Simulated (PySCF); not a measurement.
C₃H₅NSi: geometry relaxation

- system: C₃H₅NSi
- method: PBE0-D3(BJ)/def2-SVP geometry optimisation, gas phase (PySCF 2.14.0)

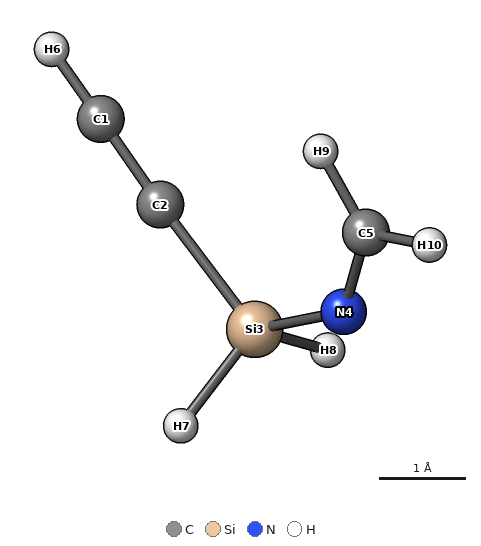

Fig. 1: The starting structure (ball-and-stick view, seen at a tilt; atoms are numbered from 1 in the order of the input). Bond lengths as drawn: C–C 1.24 Å, C–H 1.01 to 1.09 Å, C–N 1.27 Å, C–Si 1.87 Å, H–Si 1.46 to 1.47 Å and N–Si 1.68 Å.

Input:
```
{"job": {"xc": "PBE0", "basis": "def2-SVP", "d3": "d3bj", "grid": 1, "shake": 0.01, "kind": "geom"}, "charge": 0, "multiplicity": 1}
C      2.405500    -0.933440    -0.102230
C      1.526250    -0.064940    -0.121320
Si     0.122180     1.168230    -0.140760
N     -1.410320     0.515150     0.055330
C     -1.894430    -0.644850     0.206780
H      3.142960    -1.629760    -0.100190
H      0.298280     2.067370     1.012250
H      0.110750     1.828580    -1.444880
H     -1.282630    -1.540610     0.284880
H     -2.968110    -0.786640     0.329100
```

The first line tells a small driver script what to run in PySCF; the rest is the geometry in Å.

Run on 1 CPU thread, shared host.

Launched with:
```bash
OMP_NUM_THREADS=1 python <driver script> task.json out
```

The program's output:
```
step   0  E = -460.93784851  max force = 0.066704
step   1  E = -460.94573070  max force = 0.006989
step   2  E = -460.94607684  max force = 0.006547
step   3  E = -460.94631137  max force = 0.003704
step   4  E = -460.94639968  max force = 0.002654
step   5  E = -460.94643794  max force = 0.000746
step   6  E = -460.94644311  max force = 0.000215
optimisation converged
```

Trajectory as extended XYZ (Å, eV, eV/Å), 7 frames, from step=0 to step=6:
```
10
Properties=species:S:1:pos:R:3:forces:R:3 step=0 energy=-12542.75773
C     2.4055   -0.9334   -0.1022   -3.4301   3.3460  -0.0710
C     1.5263   -0.0649   -0.1213    0.9605  -1.0722   0.0170
Si    0.1222    1.1682   -0.1408    1.6198  -0.1955   0.1458
N    -1.4103    0.5151    0.0553   -1.9480  -1.1810   0.1206
C    -1.8944   -0.6449    0.2068    0.5052   1.1730   0.1280
H     3.1430   -1.6298   -0.1002    2.1378  -2.0420   0.0302
H     0.2983    2.0674    1.0123    0.1682   0.3343   0.1049
H     0.1108    1.8286   -1.4449    0.1241   0.3672  -0.3839
H    -1.2826   -1.5406    0.2849    0.4010  -0.6611  -0.0589
H    -2.9681   -0.7866    0.3291   -0.5387  -0.0687  -0.0327
10
Properties=species:S:1:pos:R:3:forces:R:3 step=1 energy=-12542.97221
C     2.2873   -0.9576   -0.0958    0.1562  -0.0035  -0.0208
C     1.4629   -0.0596   -0.1118   -0.0975   0.0097  -0.0098
Si    0.1195    1.2169   -0.1371    0.3328  -0.3594   0.0757
N    -1.4596    0.5259    0.0628   -0.2065   0.3092  -0.0969
C    -1.8373   -0.6623    0.2123    0.0268  -0.1744   0.1885
H     3.0547   -1.7200   -0.0921   -0.1986   0.1203   0.0161
H     0.3433    2.1575    0.9896   -0.0044   0.0849  -0.0067
H     0.1500    1.9052   -1.4501   -0.0078   0.0921  -0.0426
H    -1.1578   -1.5381    0.2742    0.0581  -0.0220  -0.0694
H    -2.9125   -0.8891    0.3269   -0.0590  -0.0569  -0.0341
10
Properties=species:S:1:pos:R:3:forces:R:3 step=2 energy=-12542.98163
C     2.2627   -0.9638   -0.0908    0.0724   0.0137  -0.0086
C     1.4456   -0.0610   -0.1095   -0.0711  -0.0037  -0.0068
Si    0.1169    1.2178   -0.1347    0.1665  -0.0855   0.0160
N    -1.4703    0.5387    0.0735   -0.3367   0.1714   0.0502
C    -1.8210   -0.6607    0.2263    0.2693  -0.1182  -0.1676
H     3.0104   -1.7384   -0.0800   -0.0391  -0.0031   0.0087
H     0.3490    2.1757    0.9793   -0.0034   0.0256  -0.0191
H     0.1442    1.9114   -1.4500   -0.0051   0.0321   0.0088
H    -1.0991   -1.5059    0.2330   -0.0770  -0.0745   0.0707
H    -2.8880   -0.9350    0.3317    0.0240   0.0422   0.0477
10
Properties=species:S:1:pos:R:3:forces:R:3 step=3 energy=-12542.98801
C     2.2361   -0.9664   -0.0887   -0.0398   0.0520   0.0049
C     1.4263   -0.0582   -0.1104   -0.0010  -0.0289  -0.0002
Si    0.1130    1.2240   -0.1339    0.0317   0.1905  -0.0696
N    -1.4829    0.5498    0.0701   -0.1092  -0.1631   0.0792
C    -1.7847   -0.6669    0.2193   -0.0723   0.0110  -0.0897
H     2.9601   -1.7566   -0.0692    0.1125  -0.1191   0.0006
H     0.3461    2.1945    0.9719   -0.0028  -0.0339  -0.0147
H     0.1418    1.9335   -1.4452    0.0045  -0.0274   0.0456
H    -1.0606   -1.5120    0.2227    0.0433   0.1029   0.0301
H    -2.8448   -0.9631    0.3420    0.0332   0.0160   0.0138
10
Properties=species:S:1:pos:R:3:forces:R:3 step=4 energy=-12542.99042
C     2.2195   -0.9739   -0.0896   -0.0514   0.0444   0.0078
C     1.4133   -0.0615   -0.1125    0.0181  -0.0379   0.0009
Si    0.1052    1.2300   -0.1357   -0.0002   0.1365  -0.0423
N    -1.4953    0.5544    0.0621   -0.0910  -0.0329  -0.0187
C    -1.7729   -0.6677    0.2086    0.0772  -0.0166   0.1145
H     2.9376   -1.7723   -0.0680    0.0616  -0.0523  -0.0031
H     0.3372    2.1945    0.9742    0.0041  -0.0242   0.0042
H     0.1410    1.9477   -1.4404    0.0067  -0.0264   0.0177
H    -1.0126   -1.4786    0.2415   -0.0367  -0.0112  -0.0362
H    -2.8224   -0.9939    0.3387    0.0117   0.0207  -0.0448
10
Properties=species:S:1:pos:R:3:forces:R:3 step=5 energy=-12542.99146
C     2.2174   -0.9736   -0.0895   -0.0109   0.0078   0.0055
C     1.4108   -0.0610   -0.1130    0.0046  -0.0156  -0.0051
Si    0.1017    1.2347   -0.1369    0.0250   0.0111   0.0139
N    -1.4978    0.5538    0.0664   -0.0104   0.0308  -0.0164
C    -1.7677   -0.6691    0.2162    0.0000  -0.0384  -0.0116
H     2.9391   -1.7722   -0.0684   -0.0095   0.0201  -0.0029
H     0.3365    2.1953    0.9744    0.0060  -0.0004   0.0087
H     0.1371    1.9483   -1.4416   -0.0002  -0.0065  -0.0088
H    -1.0089   -1.4803    0.2425    0.0036  -0.0057   0.0007
H    -2.8178   -0.9972    0.3287   -0.0082  -0.0033   0.0160
10
Properties=species:S:1:pos:R:3:forces:R:3 step=6 energy=-12542.99160
C     2.2155   -0.9716   -0.0882    0.0067  -0.0085   0.0042
C     1.4085   -0.0597   -0.1125   -0.0050   0.0021  -0.0039
Si    0.1004    1.2361   -0.1368    0.0073   0.0020   0.0001
N    -1.4991    0.5529    0.0655   -0.0054   0.0022   0.0042
C    -1.7657   -0.6714    0.2147    0.0003  -0.0032  -0.0047
H     2.9381   -1.7689   -0.0669   -0.0040   0.0110  -0.0020
H     0.3361    2.1963    0.9751   -0.0010  -0.0033   0.0021
H     0.1364    1.9476   -1.4428   -0.0005   0.0001  -0.0038
H    -1.0054   -1.4815    0.2336    0.0032  -0.0005   0.0038
H    -2.8144   -1.0011    0.3371   -0.0016  -0.0020  -0.0001
```

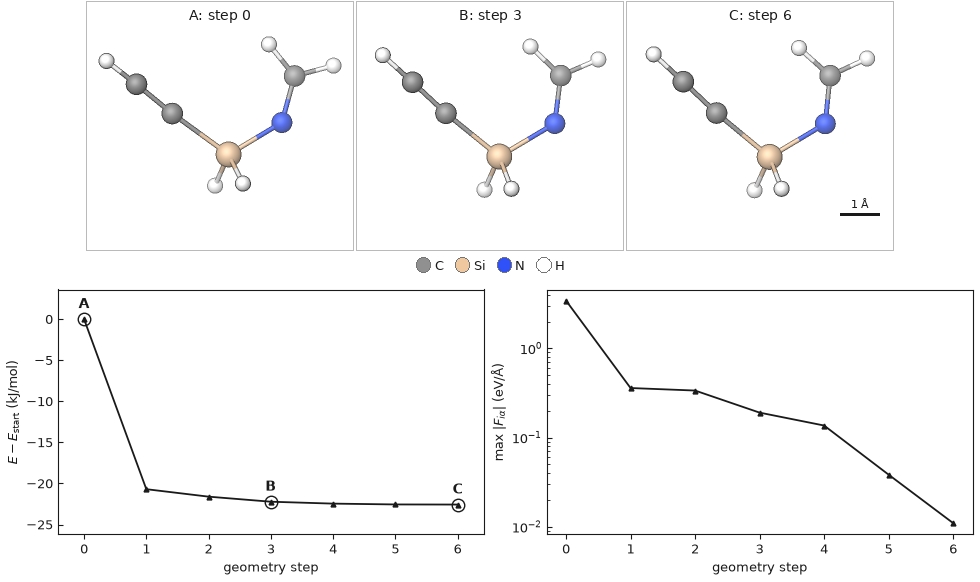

Fig. 2: Frames of the relaxation (ball-and-stick view, seen at a tilt) above the curves, on which the letters mark them (steps are counted from 0).

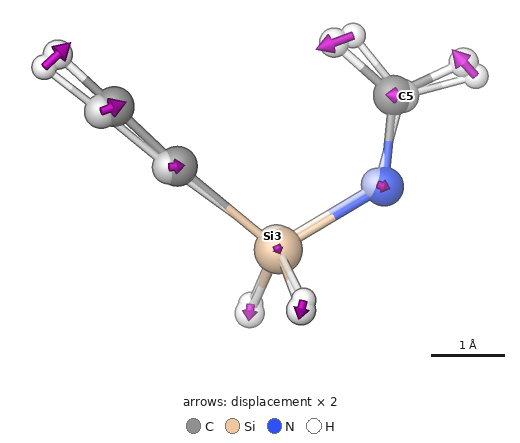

Fig. 3: Start (faint) and end (solid) with the displacements as pink arrows, magnified 2 times (ball-and-stick view, seen at a tilt). The two geometries are laid on each other by the best rigid fit. The atom that moves furthest after the best rigid fit is H9 (0.28 Å). Largest moves by element: H 0.28 Å, C 0.20 Å, N 0.10 Å, Si 0.07 Å. Distances before and after: Si3–N4 1.677 → 1.751 Å, C1–H6 1.014 → 1.076 Å, C2–Si3 1.869 → 1.841 Å, Si3–H8 1.462 → 1.488 Å. Among the angles that change: Si3–N4–C5 136.1° → 125.8°, H7–Si3–H8 115.1° → 110.1°, C2–Si3–N4 115.4° → 111.9°. Over 6 geometry steps the energy falls by 22.6 kJ/mol. Largest force component: 3.4 eV/Å at the start, 0.011 eV/Å at the end. (Atoms are counted from 1 in the order of the input.)

Key numbers:

| quantity | value |
| --- | --- |
| outcome | converged |
| total energy | −460.946443 hartree |
| dipole moment | 1.93 D |
| point group | Cs |
| wall time | 20 s |
| peak memory | 0.4 GiB |
